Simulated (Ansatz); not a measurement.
# SiH3Br (SMILES [SiH3]Br) at revPBE/def2-TZVP

What is the energy change on altering one bond length of SiH3Br at revPBE/def2-TZVP? 

The calculation is run with Ansatz 0.2.0.

54 further runs of the same task are left out: 1 that didn't finish, 53 set aside as unsound or not needed.

## Step 1: The molecule

SiH3Br has 5 atoms, charge 0, and is taken as a singlet. As SMILES, `[SiH3]Br`. The shape is that of a PBE0-D4/def2-TZVP optimisation.

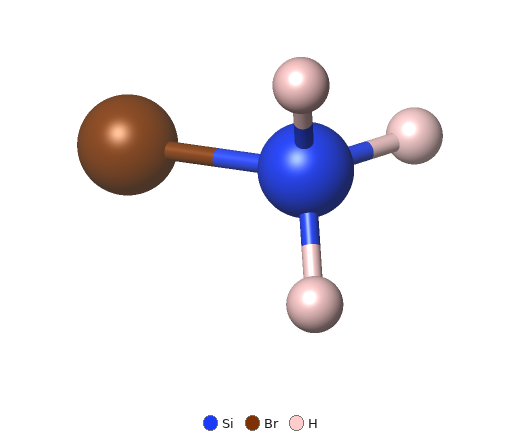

Viewed from a chosen angle; silicon blue, bromine brown, hydrogen pink.

## Step 2: A single-point energy at revPBE/def2-TZVP

The input, run.yaml:

```yaml
crystal:
  periodic: [false, false, false]
  atoms:
    - {symbol: Si, position_ang: [-0.147420, 0.056100, -0.043220]}
    - {symbol: Br, position_ang: [1.853020, -0.705130, 0.543250]}
    - {symbol: H, position_ang: [-1.064550, -0.105170, 1.107850]}
    - {symbol: H, position_ang: [-0.625550, -0.731350, -1.202270]}
    - {symbol: H, position_ang: [-0.015510, 1.485560, -0.405610]}
basis:
  gaussian:
    orbitals: def2-TZVP
output: {orbitals: {seedname: orbitals}}
hamiltonian:
  xc: {name: revPBE}
accuracy: high
magnetization:
  spin_polarized: false
```

Started as:

```bash
$ ansatz run run.yaml --threads 1 --pin off --max-ram 3480MiB --events-out events.jsonl --progress --plain --runs-dir runs
```

What it wrote:

```text
Warning: RAYON_NUM_THREADS=1 ignored (pool sized by the plan → 1); use --threads N
Functional definition: revPBE
  name "revPBE"
  parameter kappa = 1.245
  parameter beta = 0.06672455060314922
  exchange = pbe_x(kappa = kappa, mu = beta*pi^2/3)
  correlation = pbe_c(beta = beta)
1659 factors; integrals over basis functions are off by at most 4.6e-9 eV
mean field evaluation 1: about -77965.5462 eV, gradient 1.6e1 eV
mean field evaluation 2: about -77965.7706 eV, gradient 1.4e1 eV
mean field evaluation 4: about -77966.3842 eV, gradient 5.7e-1 eV
mean field evaluation 8: about -77966.3780 eV, gradient 4.3e-2 eV
mean field evaluation 16: about -77966.3780 eV, gradient 2.2e-6 eV
mean field -77966.37798903 eV, -2865.2115435877 hartree, gradient 1.8e-8 eV, S^2 0.000000; 0 other end points of the search recorded, 0 dependent functions left out
reference -77966.37799299 eV, -2865.2115437335 hartree; 26, 26 occupied and 77, 77 virtual orbitals, 1659 factors
Total energy: -77966.37799299 eV, -2865.2115437335 hartree
```

Run time: 4.8 s. Hardware: 1 thread of Arm Neoverse V2, shared host; peak memory 0.22 GiB.

## Step 3: The distorted shape at the same level

The input, input.yaml:

```yaml
crystal:
  periodic: [false, false, false]
  atoms:
    - {symbol: Si, position_ang: [-0.003994, 0.292314, 0.304465]}
    - {symbol: Br, position_ang: [1.996446, -0.468916, 0.890935]}
    - {symbol: H, position_ang: [-0.921124, 0.131044, 1.455535]}
    - {symbol: H, position_ang: [-0.625550, -0.731350, -1.202270]}
    - {symbol: H, position_ang: [0.127916, 1.721774, -0.057925]}
basis:
  gaussian: {orbitals: def2-TZVP}
hamiltonian: {xc: {name: revPBE}}
accuracy: high
output: {orbitals: {seedname: orbitals}}
```

Started as:

```bash
$ ansatz run input.yaml --threads 1 --pin off --max-ram 3480MiB --events-out events.jsonl --progress --plain --runs-dir runs
```

What it wrote, cut to the lines that bear on the results:

```text
Warning: RAYON_NUM_THREADS=1 ignored (pool sized by the plan → 1); use --threads N
[... 6 set-up lines as earlier in the session ...]
1651 factors; integrals over basis functions are off by at most 4.8e-9 eV
mean field evaluation 1: about -77964.8314 eV, gradient 1.5e1 eV
mean field evaluation 2: about -77965.0781 eV, gradient 1.2e1 eV
mean field evaluation 4: about -77965.4950 eV, gradient 5.7e-1 eV
mean field evaluation 8: about -77965.4875 eV, gradient 4.6e-2 eV
mean field evaluation 16: about -77965.4875 eV, gradient 8.0e-6 eV
mean field -77965.48749252 eV, -2865.1788184447 hartree, gradient 3.3e-8 eV, S^2 0.000000; 0 other end points of the search recorded, 0 dependent functions left out
reference -77965.48749656 eV, -2865.1788185930 hartree; 26, 26 occupied and 77, 77 virtual orbitals, 1651 factors
Total energy: -77965.48749656 eV, -2865.1788185930 hartree
```

Wall time 5.1 s (1 thread of Arm Neoverse V2, shared host); peak memory 0.22 GiB.

## Step 4: Results

Level: revPBE/def2-TZVP.

```
                                                          quantity           value
                                         first shape: total energy  -2865.21154 Eh
                                          first shape: HOMO energy        -7.17 eV
                                          first shape: LUMO energy        -1.13 eV
                                        first shape: HOMO–LUMO gap         6.04 eV
                                     distorted shape: total energy  -2865.17882 Eh
                                      distorted shape: HOMO energy        -7.06 eV
                                      distorted shape: LUMO energy        -1.56 eV
                                    distorted shape: HOMO–LUMO gap         5.50 eV
energy change with the Si1–H4 bond stretched from 1.481 to 1.925 Å        0.890 eV
```

**Reading.** With the Si1–H4 bond stretched from 1.481 to 1.925 Å the energy rises by 0.89 eV (20.5 kcal/mol). The first shape isn't relaxed at this level, so the change isn't measured from a minimum.
